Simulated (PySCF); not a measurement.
System: C5H10O2.

```csv
atom,x (Å),y (Å),z (Å)
C,2.1211,0.3611,0.9095
C,1.6472,-0.8891,0.1789
O,0.2369,-1.0423,0.1897
C,-0.4605,-0.2035,-0.6549
C,-1.9717,-0.4471,-0.5904
C,-2.0435,0.9944,-0.0809
O,-0.6250,1.1396,-0.1880
H,1.7161,1.2498,0.4328
H,1.7788,0.3378,1.9409
H,3.2070,0.4046,0.8939
H,2.0025,-0.8765,-0.8624
H,2.0256,-1.7884,0.6715
H,-0.0030,-0.1991,-1.6608
H,-2.2356,-1.2087,0.1364
H,-2.4551,-0.6398,-1.5427
H,-2.3851,1.1175,0.9493
H,-2.5626,1.7016,-0.7326
```

Geometry: GFN2-xTB.

Theory: PBE0/def2-SVPD, SCF density, gas phase (PySCF).

What can the converged electron density and electron localisation function tell about the bonding?

C–O (1.38 Å): the density is about 2.3 e/Å³ at the midpoint, with its minimum of 1.9 e/Å³ about 0.5 Å from C; the ELF peaks at about 0.90 between the atoms: a polar covalent bond.
C–C (1.53 Å): ρ is about 1.7 e/Å³ halfway; the ELF peaks at about 0.95 between the atoms; localised, covalent bonding.
C–H (1.09 Å): ρ is about 2 e/Å³ halfway; the ELF climbs to about 1 towards the hydrogen, as it does in any bond to H; an ordinary covalent bond to hydrogen.
C–O (1.42 Å): the density is about 2 e/Å³ at the midpoint, with its minimum of 1.7 e/Å³ about 0.5 Å from C; the ELF peaks at about 0.90 between the atoms; a polar covalent bond.

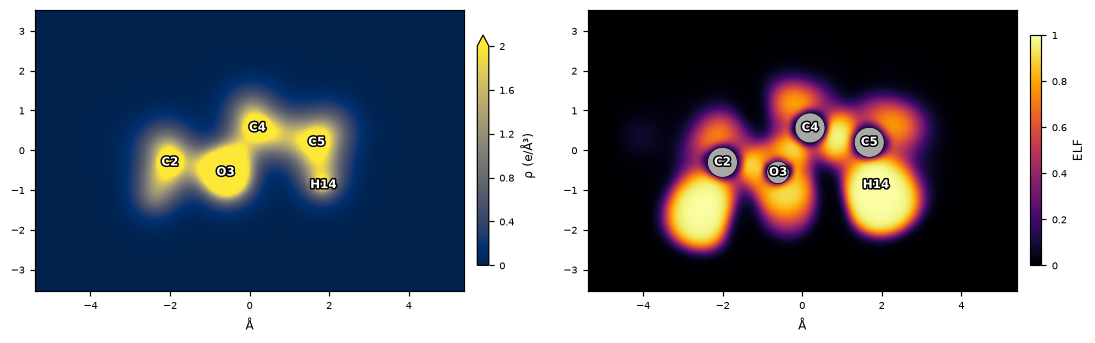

Computed electron density and electron localisation function on the plane of atoms C4, C5 and H14, in this order. Grey discs cover the atomic cores in the ELF map. 
